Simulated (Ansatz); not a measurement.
Single-point calculation, with input and output: CH$_{5}$Al$_{2}$F (charge +1)

- system: CH$_{5}$Al$_{2}$F, charge +1, multiplicity 2
- method: UKS wB97M-V/x2c-TZVPPall (Ansatz 0.2.0)

Some settings of this run were made unusual or wrong on purpose. The geometry comes from this level: PBE0-D4/def2-TZVP.

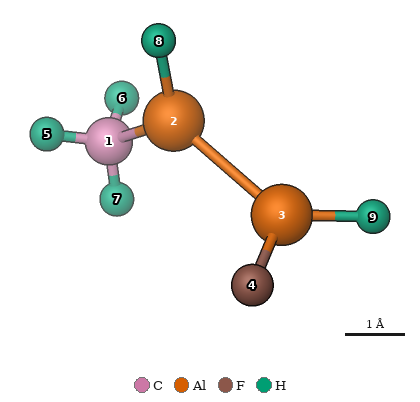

*The structure as given in the input (ball-and-stick view, seen at a tilt; atoms are numbered from 1 in the order of the input). Sticks mark near contacts.*

Bond lengths as drawn: Al–Al 2.60 Å, Al–C 1.96 Å, Al–F 1.66 Å, Al–H 1.59 to 1.60 Å and C–H 1.09 to 1.10 Å.

Input
```yaml
crystal:
  periodic: [false, false, false]
  atoms:
    - {symbol: C, position_ang: [-0.301868, 0.945786, -1.465396]}
    - {symbol: Al, position_ang: [-0.305627, -0.652344, -0.334396]}
    - {symbol: Al, position_ang: [0.568583, -0.683874, 2.112642]}
    - {symbol: F, position_ang: [2.198410, -0.955373, 2.295497]}
    - {symbol: H, position_ang: [0.162689, 0.727477, -2.432799]}
    - {symbol: H, position_ang: [-1.334918, 1.243040, -1.681825]}
    - {symbol: H, position_ang: [0.207827, 1.806207, -1.028186]}
    - {symbol: H, position_ang: [-0.898510, -1.992019, -0.971641]}
    - {symbol: H, position_ang: [-0.208284, -0.485199, 3.489004]}
basis:
  gaussian: {orbitals: x2c-TZVPPall, final_grid: {core_spheres: 1, valence_spheres: 1, degree: 1}}
total_charge: 1
magnetization: {spin_polarized: true, initial_magnetization: 1}
hamiltonian: {xc: {name: wB97M-V}}
```

Launch command:
```bash
ansatz run in.yaml --threads 2 --pin off --events-out ev --progress --plain --max-ram 4352MiB
```

Output
```
Functional definition: wB97M-V
  name "wB97M-V"
  cite "Mardirossian & Head-Gordon, J. Chem. Phys. 144, 214110 (2016) doi:10.1063/1.4952647"
  cite "Becke, J. Chem. Phys. 107, 8554 (1997) doi:10.1063/1.475007"
  cite "Vydrov & Van Voorhis, J. Chem. Phys. 133, 244103 (2010) doi:10.1063/1.3521275"
  # Of w^i u^j: cxij and so on, Table III.
  parameter omega = 0.3/bohr
  parameter cx = 0.15
  parameter cx01 = 1.007
  parameter cx10 = 0.259
  parameter css00 = 0.443
  parameter css04 = -1.437
  parameter css10 = -4.535
  parameter css20 = -3.390
  parameter css43 = 4.278
  parameter cos00 = 1.000
  parameter cos10 = 1.358
  parameter cos20 = 2.924
  parameter cos21 = -8.812
  parameter cos60 = -1.390
  parameter cos61 = 9.142
  parameter b = 6.0
  parameter c = 0.01
  gx(w, u) = 1 - cx + cx01*u + cx10*w
  gss(w, u) = css00 + css04*u^4 + css10*w + css20*w^2 + css43*w^4*u^3
  gos(w, u) = cos00 + cos10*w + (cos20 + cos21*u)*w^2 + (cos60 + cos61*u)*w^6
  exchange = spin_sum(e_x_unif_sr(omega)*gx(b97_w, b97_u_x)) + cx*exact_x_sr(omega) + exact_x_lr(omega)
  correlation = spin_sum(e_c_pw_mod_same_spin*gss(b97_w, b97_u_same))
      + integral(e_c_pw_mod_opposite_spin*gos(b97_w_opposite, b97_u_opposite)) + vv10(b, c)
1165 factors; their error is unknown
297 factors; integrals over basis functions are off by at most 1.3e-5 eV
mean field evaluation 1: about -17033.8277 eV, gradient 6.2e1 eV
mean field evaluation 2: about -17015.8143 eV, gradient 9.6e1 eV
mean field evaluation 4: about -17047.6959 eV, gradient 4.7e0 eV
mean field evaluation 8: about -17045.0566 eV, gradient 4.0e1 eV
mean field evaluation 16: about -17050.5541 eV, gradient 1.1e-1 eV
mean field -17050.55471406 eV, -626.5963284608 hartree, gradient 5.4e-5 eV, S^2 0.763334; 0 other end points of the search recorded, 0 dependent functions left out
reference -17050.55503637 eV, -626.5963403053 hartree; 23, 22 occupied and 193, 194 virtual orbitals, 1165 factors
Total energy: -17050.55503637 eV, -626.5963403053 hartree
Relativity: scalar
```

What the run reported

```tsv
quantity	value
outcome	converged
total energy	−17050.5550 eV
⟨S²⟩	0.763
SCF solution under orbital rotations	stable
hardware	2 threads of Arm Neoverse V1, 23 GiB of memory available, shared host
wall time	29 s (CPU time 56 s)
peak memory	0.7 GiB
```

What went wrong

This input holds a deliberate fault: grid. The program still converged, but the numbers can't be taken as results for the intended system.
